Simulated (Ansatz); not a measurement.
Ga$_{4}$AsP$_{3}$

Input file:

```
crystal:
  lattice:
    - [6.4532258498, -1.9468894901, -0.0012186754]
    - [6.4532258498, 1.9468894901, -0.0012186754]
    - [-1.1745671851, 0.0, 6.6361838909]
  atoms:
    - { symbol: P, position: [0.0007910688, 0.0007910688, 0.0027238023] }
    - { symbol: P, position: [0.4990818162, 0.4990818162, 0.4972794932] }
    - { symbol: P, position: [0.7497764886, 0.7497764886, 0.2496381031] }
    - { symbol: As, position: [0.2503621718, 0.2503621718, 0.7503783499] }
    - { symbol: Ga, position: [0.4424919999, 0.4424919999, 0.8138580595] }
    - { symbol: Ga, position: [0.9361653293, 0.9361653293, 0.3124435838] }
    - { symbol: Ga, position: [0.1864514489, 0.1864514489, 0.0692336019] }
    - { symbol: Ga, position: [0.6848796764, 0.6848796764, 0.5544450065] }
kpoints:
  mp_grid: { grid: [4, 4, 2] }
  band_path:
    path:
      - [0.0, 0.0, 0.0]
      - [-0.2734689848, 0.2734689848, 0.0]
      - [-0.7265310152, -0.2734689848, 0.0]
      - [-0.5, -0.5, 0.0]
      - [-0.5, -0.5, 0.5]
      - [-0.7343726921, -0.2656273079, 0.5]
      - [-0.2656273079, 0.2656273079, 0.5]
      - [0.0, 0.0, 0.5]
      - [-0.5, 0.0, 0.5]
    npoints: 1
hamiltonian:
  xc: hse06
scf:
  occupations: { method: fixed }
  n_extra_bands: 6
output:
  forces: true
  stress: true
  eigenvalues: true
  write_density: true
  write_potential: true
  elf: true
  volumetric_format: npy
```

Command:

```sh
ansatz run input.yaml --threads 4 --pin off --max-ram 6451MiB --backend cpu --events-out ev --progress --plain --runs-dir out
```

Below, planes, directions and counts refer to the conventional cell (a = 12.91 Å, b = 3.89 Å, c = 6.74 Å, α = 90.00°, β = 100.05°, γ = 90.00°).

Space group Cm; started from the ordered alloy on zincblende lattice prototype, which need not be the ambient phase.

Computed with DFT, HSE06, plane waves, PAW (Ansatz).

> What can the converged valence pseudo-density and electron localisation function tell about the bonding?

Ga–P (2.35 Å): ρ at the midpoint is about 0.56 e/Å³; the ELF peaks at about 0.90 between the atoms (a shared electron pair).
Ga–As (2.44 Å): ρ is about 0.5 e/Å³ halfway; the ELF peaks at about 0.80 between the atoms, as expected for a shared electron pair.

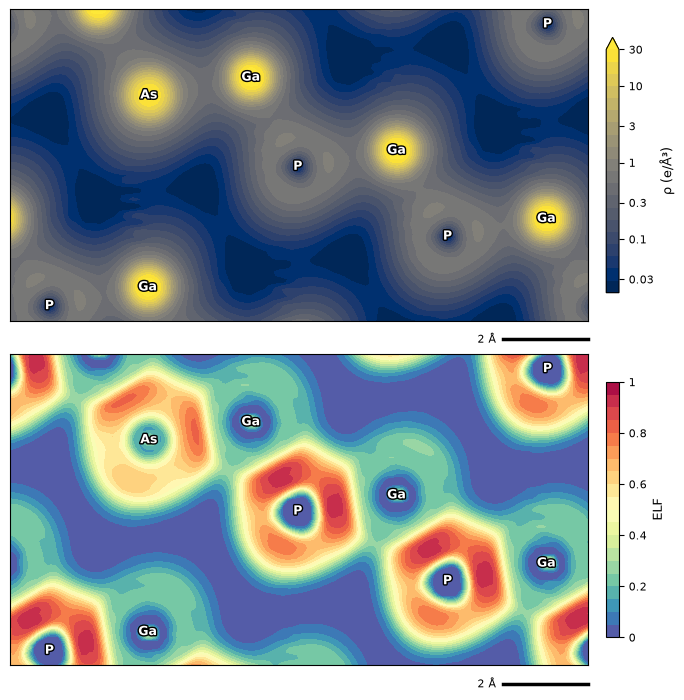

Computed valence pseudo-density and electron localisation function on the (010) plane of the conventional cell, in this order. 

In a PAW calculation such maps are meaningful between the atoms, not at the nuclei.
